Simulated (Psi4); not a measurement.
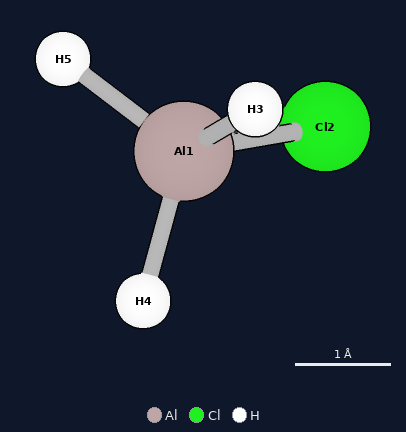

The structure as given in the input (ball-and-stick view, seen at a tilt; atoms are numbered from 1 in the order of the input). Sticks mark near contacts. Bond lengths as drawn: Al–Cl 2.26 Å and Al–H 1.63 Å.

**Excited-state calculation of AlH3Cl (charge −1)**

The run: excited-state calculation of AlH3Cl, charge −1, SMILES [AlH3-][Cl]. Method and program: TDA (PBE0)/6-31+G*, RKS (Psi4 1.11).

The geometry was optimised with PBE0/6-31+G*.

**The program's output**
```
=> Loading Basis Set <=

    Name: 6-31+G*
    Role: ORBITAL
    Keyword: BASIS

         ---------------------------------------------------------
                                   SCF
                              RKS Reference
                        1 Threads,   1525 MiB Core
         ---------------------------------------------------------

  ==> Geometry <==

    Molecular point group: c1
    Full point group: C1

    Geometry (in Angstrom), charge = -1, multiplicity = 1:

       Center              X                  Y                   Z               Mass
    ------------   -----------------  -----------------  -----------------  -----------------
         AL           0.949490853715     0.001456762316    -0.720285724082    26.981538530000
         CL          -0.847715146285    -0.001300237684     0.643077275918    34.968852682000
         H            1.068800853715     1.503598762316    -1.352825724082     1.007825032230
         H            0.676853853715    -1.122749237684    -1.874655724082     1.007825032230
         H            2.247996853715    -0.374735237684     0.197930275918     1.007825032230

  Running in c1 symmetry.

  Rotational constants: A =      2.28396  B =      0.18721  C =      0.18721 [cm^-1]
  Rotational constants: A =  68471.28746  B =   5612.47756  C =   5612.47151 [MHz]
  Nuclear repulsion =   73.626160721371235

  Charge       = -1
  Multiplicity = 1
  Electrons    = 34
  Nalpha       = 17
  Nbeta        = 17

  ==> Algorithm <==

  SCF Algorithm Type is DF.
  DIIS enabled.
  MOM disabled.
  Fractional occupation disabled.
  Guess Type is SAD.
  Energy threshold   = 1.00e-06
  Density threshold  = 1.00e-06
  Integral threshold = 1.00e-12

  ==> Primary Basis <==

  Basis Set: 6-31+G*
    Blend: 6-31+G*
    Number of shells: 26
    Number of basis functions: 52
    Number of Cartesian functions: 52
    Spherical Harmonics?: false
    Max angular momentum: 2

  ==> DFT Potential <==

   => LibXC <=

    Version 7.1.2

   => Composite Functional: PBE0 <=

    PBE0 Hyb-GGA Exchange-Correlation Functional

    Deriv               =              1
    GGA                 =           TRUE
    Meta                =          FALSE

    Exchange Hybrid     =           TRUE
    MP2 Hybrid          =          FALSE

   => Exchange Functionals <=

    0.7500   Perdew, Burke & Ernzerhof

   => Exact (HF) Exchange <=

    0.2500               HF

   => Correlation Functionals <=

    1.0000   Perdew, Burke & Ernzerhof

   => LibXC Density Thresholds  <==

    XC_HYB_GGA_XC_PBEH:  1.00E-15

   => Molecular Quadrature <=

    Radial Scheme          =       TREUTLER
    Pruning Scheme         =           NONE
    Nuclear Scheme         =       TREUTLER

    Blocking Scheme        =         OCTREE
    BS radius alpha        =              1
    Pruning alpha          =              1
    Radial Points          =             75
    Spherical Points       =            302
    Total Points           =         110053
    Total Blocks           =            891
    Max Points             =            256
    Max Functions          =             51
    Weights Tolerance      =       1.00E-15

   => Loading Basis Set <=

    Name: (6-31+G* AUX)
    Role: JKFIT
    Keyword: DF_BASIS_SCF

  ==> Integral Setup <==

  DFHelper Memory: AOs need 0.009 GiB; user supplied 0.973 GiB.
  SCF_SUBTYPE=INCORE selected. In-core MEM_DF algorithm will be used.
  Using in-core AOs.

  ==> MemDFJK: Density-Fitted J/K Matrices <==

    J tasked:                   Yes
    K tasked:                   Yes
    wK tasked:                   No
    Memory [MiB]:               996
    Algorithm:                 Core
    Schwarz Cutoff:           1E-12
    Mask sparsity (%):       0.3698
    Fitting Condition:        1E-10

   => Auxiliary Basis Set <=

  Basis Set: (6-31+G* AUX)
    Blend: HEAVY-AUG-CC-PVDZ-JKFIT
    Number of shells: 107
    Number of basis functions: 375
    Number of Cartesian functions: 375
    Spherical Harmonics?: false
    Max angular momentum: 3

  Cached 100.0% of DFT collocation blocks in 0.145 [GiB].

  Minimum eigenvalue in the overlap matrix is 4.7617610173E-03.
  Reciprocal condition number of the overlap matrix is 7.3532187639E-04.
    Using symmetric orthogonalization.

  ==> Pre-Iterations <==

  SCF Guess: Superposition of Atomic Densities via on-the-fly atomic UHF (no occupation information).

   -------------------------
    Irrep   Nso     Nmo
   -------------------------
     A         52      52
   -------------------------
    Total      52      52
   -------------------------

  ==> Iterations <==

                           Total Energy        Delta E     RMS |[F,P]|

   @DF-RKS iter SAD:  -703.62506012564052   -7.03625e+02   0.00000e+00
   @DF-RKS iter   1:  -704.16257100583414   -5.37511e-01   5.83535e-03 ADIIS/DIIS
   @DF-RKS iter   2:  -704.20213139852535   -3.95604e-02   4.68978e-03 ADIIS/DIIS
   @DF-RKS iter   3:  -704.23884893429920   -3.67175e-02   5.38086e-04 ADIIS/DIIS
   @DF-RKS iter   4:  -704.23937840332439   -5.29469e-04   1.45065e-04 ADIIS/DIIS
   @DF-RKS iter   5:  -704.23941513178750   -3.67285e-05   1.77445e-05 DIIS
   @DF-RKS iter   6:  -704.23941565165876   -5.19871e-07   2.17026e-06 DIIS
   @DF-RKS iter   7:  -704.23941566045244   -8.79368e-09   2.27576e-07 DIIS
  Energy and wave function converged.

  ==> Post-Iterations <==

   Electrons on quadrature grid:
      Ntotal   =   33.9999954466 ; deviation = -4.553e-06

    Orbital Energies [Eh]
    ---------------------

    Doubly Occupied:

       1A   -101.497142     2A    -55.958650     3A     -9.312818
       4A     -7.044871     5A     -7.041634     6A     -7.041634
       7A     -3.974643     8A     -2.506469     9A     -2.503268
      10A     -2.503268    11A     -0.616614    12A     -0.245516
      13A     -0.156350    14A     -0.146973    15A     -0.146972
      16A     -0.098359    17A     -0.098357

    Virtual:

      18A      0.146286    19A      0.154629    20A      0.168419
      21A      0.168420    22A      0.213357    23A      0.244922
      24A      0.244922    25A      0.246716    26A      0.277382
      27A      0.277385    28A      0.291644    29A      0.347268
      30A      0.465855    31A      0.474067    32A      0.474068
      33A      0.500896    34A      0.657085    35A      0.657088
      36A      0.722851    37A      0.810802    38A      0.810804
      39A      0.847442    40A      0.847443    41A      0.876789
      42A      0.922693    43A      1.091922    44A      1.091923
      45A      1.141658    46A      1.141661    47A      1.236448
      48A      1.293077    49A      1.293081    50A      1.459877
      51A      2.324159    52A      4.547008

    Final Occupation by Irrep:
              A
    DOCC [    17 ]
    NA   [    17 ]
    NB   [    17 ]

  @DF-RKS Final Energy:  -704.23941566045244

   => Energetics <=

    Nuclear Repulsion Energy =             73.6261607213712352
    One-Electron Energy =               -1128.3266113374140787
    Two-Electron Energy =                 386.6624224045103801
    DFT Exchange-Correlation Energy =     -36.2013874489199878
    Empirical Dispersion Energy =           0.0000000000000000
    VV10 Nonlocal Energy =                  0.0000000000000000
    Total Energy =                       -704.2394156604524369

Computation Completed

Properties will be evaluated at   0.000000,   0.000000,   0.000000 [a0]

Properties computed using the SCF density matrix

 Multipole Moments:

 ------------------------------------------------------------------------------------
     Multipole            Electronic (a.u.)      Nuclear  (a.u.)        Total (a.u.)
 ------------------------------------------------------------------------------------

 L = 1.  Multiply by 2.5417464519 to convert [e a0] to [Debye]
 Dipole X            :         -4.3570759            3.6393766           -0.7176993
 Dipole Y            :         -0.0066663            0.0055712           -0.0010951
 Dipole Z            :          3.3052145           -2.7607990            0.5444155
 Magnitude           :                                                    0.9008228

 ------------------------------------------------------------------------------------

	total time  =          2 seconds =       0.03 minutes

******************************************************************************************
**********                               WARNING                                **********
**********       The names of excited state variables changed between 1.5       **********
**********     and 1.6. For a quick solution, remove the symmetry specifier     **********
**********   from the variable name. For full details, see 'Notes on Psivars'   **********
**********                        in the documentation.                         **********
******************************************************************************************

         ---------------------------------------------------------
                         TDSCF excitation energies
         ---------------------------------------------------------

  ==> Options <==

     Residual threshold  : 1.0000e-04
     Initial guess       : denominators
     Reference           : RHF
     Solver type         : TDA (Davidson)

  ==> Requested Excitations <==

      4 singlet states with A symmetry

  ==> Seeking the lowest 4 singlet states with A symmetry

                         Generalized Davidson Solver

  ==> Options <==

    Max number of iterations        = 60
    Eigenvector tolerance           = 1.0000e-04
    Max number of expansion vectors = 800

  => Iterations <=
                           Max[D[value]]     Max[|R|]   # vectors
  DavidsonSolver iter   1:   2.15831e-01  1.62502e-02     16
  DavidsonSolver iter   2:   1.19285e-03  5.77795e-03     20
  DavidsonSolver iter   3:   4.51390e-05  7.58231e-04     24
  DavidsonSolver iter   4:   1.48419e-06  8.74870e-05     28      Converged

******************************************************************************************
**********                               WARNING                                **********
**********  Length-gauge rotatory strengths are **NOT** gauge-origin invariant  **********
******************************************************************************************

                                    Excitation Energy         Total Energy        Oscillator Strength             Rotatory Strength
     #   Sym: GS->ES (Trans)        au              eV              au          au (length)    au (velocity)    au (length)    au (velocity)
    ---- -------------------- --------------- --------------- --------------- --------------- --------------- --------------- ---------------
     1        A->A (1 A)       0.20609         5.60807        -704.03332       0.0106          0.0199          0.0000          0.0000
     2        A->A (1 A)       0.20609         5.60812        -704.03332       0.0106          0.0199         -0.0000         -0.0000
     3        A->A (1 A)       0.21519         5.85553        -704.02423       0.0744          0.0736          0.0000          0.0000
     4        A->A (1 A)       0.21519         5.85558        -704.02423       0.0744          0.0736         -0.0000         -0.0000

Contributing excitations
Only contributions with abs(coeff) > 1.00e-01 will be printed:

Excited State    1 (1 A):   0.20609 au   221.08 nm f = 0.0106
  Sums of squares: Xssq =  1.000000e+00
     17a  ->  18a     0.984851 (96.993%)

Excited State    2 (1 A):   0.20609 au   221.08 nm f = 0.0106
  Sums of squares: Xssq =  1.000000e+00
     16a  ->  18a    -0.984851 (96.993%)

Excited State    3 (1 A):   0.21519 au   211.74 nm f = 0.0744
  Sums of squares: Xssq =  1.000000e+00
     16a  ->  19a    -0.168641 ( 2.844%)
     16a  ->  21a    -0.104189 ( 1.086%)
     17a  ->  19a     0.962244 (92.591%)
     17a  ->  20a    -0.104190 ( 1.086%)

Excited State    4 (1 A):   0.21519 au   211.74 nm f = 0.0744
  Sums of squares: Xssq =  1.000000e+00
     16a  ->  19a     0.962241 (92.591%)
     16a  ->  20a     0.104225 ( 1.086%)
     17a  ->  19a     0.168637 ( 2.844%)
     17a  ->  21a    -0.104206 ( 1.086%)

******************************************************************************************
**********                               WARNING                                **********
**********       The names of excited state variables changed between 1.5       **********
**********     and 1.6. For a quick solution, remove the symmetry specifier     **********
**********   from the variable name. For full details, see 'Notes on Psivars'   **********
**********                        in the documentation.                         **********
******************************************************************************************
```

**Standard output**
```
root 1: 5.6081 eV  f = 0.0106  A
root 2: 5.6081 eV  f = 0.0106  A
root 3: 5.8555 eV  f = 0.0744  A
root 4: 5.8556 eV  f = 0.0744  A
pbe0 energy: -704.2394156605 Eh
```

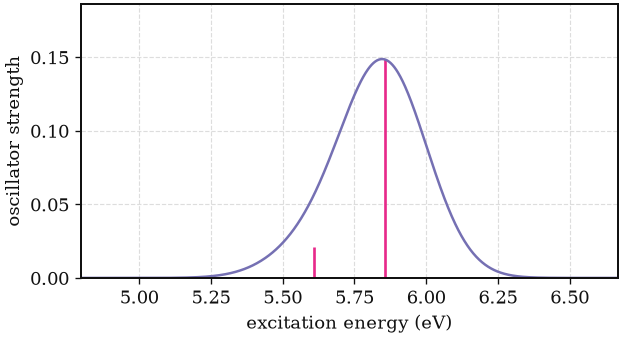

Computed excitations as sticks (degenerate states added up, dark ones marked on the axis), with a Gaussian envelope of 0.35 eV full width at half maximum, scaled to the tallest. Of the 4 states the lowest lies at 5.61 eV (f = 0.011); the strongest line is at 5.86 eV, or 212 nm (f = 0.149, summed over 2 states that lie within 0.004 eV).

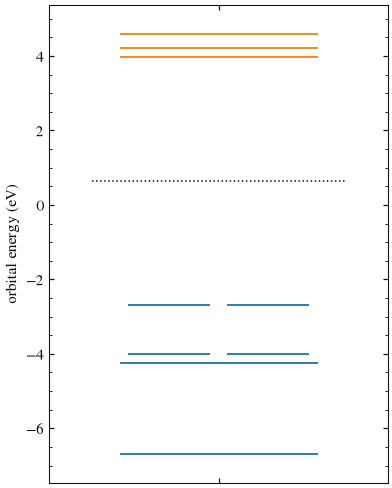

Orbital energies near the frontier; the dotted line parts filled from empty levels, and levels within 0.02 eV of each other stand side by side. Highest filled −2.68 eV, lowest empty 3.98 eV, 6.66 eV apart.

The run was set up as follows.

**The input (alclh3.py)**
```python
import psi4

psi4.set_memory(1600000000)
psi4.set_num_threads(1)
psi4.core.set_output_file('output.dat', False)

with open('alclh3.xyz') as f:
    atoms = ''.join(f.readlines()[2:])
geom = psi4.geometry('-1 1\n' + atoms + '')

psi4.set_options({
    'basis': '6-31+G*',
    'reference': 'rks',
    'save_jk': True,
})

from psi4.driver.procrouting.response.scf_response import tdscf_excitations
E, wfn = psi4.energy('pbe0', molecule=geom, return_wfn=True)
states = tdscf_excitations(wfn, states=4, tda=True)
for k, s in enumerate(states, 1):
    print(f"root {k}: {s['EXCITATION ENERGY'] * 27.211386:.4f} eV  f = {s['OSCILLATOR STRENGTH (LEN)']:.4f}  {s['SYMMETRY']}")
print(f'pbe0 energy: {E:.10f} Eh')
```

**File alclh3.xyz**
```
5
AlClH3
Al     0.176314     0.000178    -0.134273
Cl    -1.620892    -0.002579     1.229090
H      0.295624     1.502320    -0.766813
H     -0.096323    -1.124028    -1.288643
H      1.474820    -0.376014     0.783943
```

Launched with:
```bash
python alclh3.py
```

**Key numbers**

| quantity | value |
| --- | --- |
| outcome | converged |
| total energy | −704.239416 hartree |
| basis functions | 52 |
| HOMO | −2.68 eV |
| LUMO | 3.98 eV |
| lowest excitation | 5.61 eV |
| hardware | 1 thread of Intel Xeon (Granite Rapids), 192 GiB of memory available, shared host |
| wall time | 5.4 s |
| peak memory | 0.36 GiB |
